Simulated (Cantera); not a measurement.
Feed: 1 mol Si₃N₄, 0.31 mol CO₂, 100 mol H₂, equilibrated at 29.0 Pa.

Cantera equilibrium calculation (NASA polynomials, part measured and part estimated; ideal gas, pure solids and liquids). Candidate condensed phases: C, C₆H₆, C₇H₈, C₈H₁₈, H₂O, Si, SiC, SiO₂, Si₂N₂O, Si₃N₄; 151 gas species. Mutual solubility and eutectic melting of coexisting phases are not modelled. The tables' values for SiN are old estimates; treat these amounts as uncertain. Gases not in the tables: Si₂H₆ and higher silanes. Equilibrium is a limit: real reactors are often held back by kinetics, nucleation or transport.

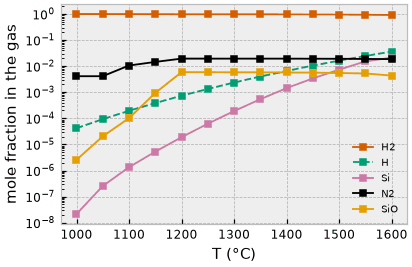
Figure: Equilibrium gas composition (values under 1e-9 drawn at 1e-9)

Question: Read off the mole fractions at 1300 °C.

Answer: H₂ about 0.97, N₂ about 0.019, SiO about 0.0058, H about 0.0024, Si about 0.00019.
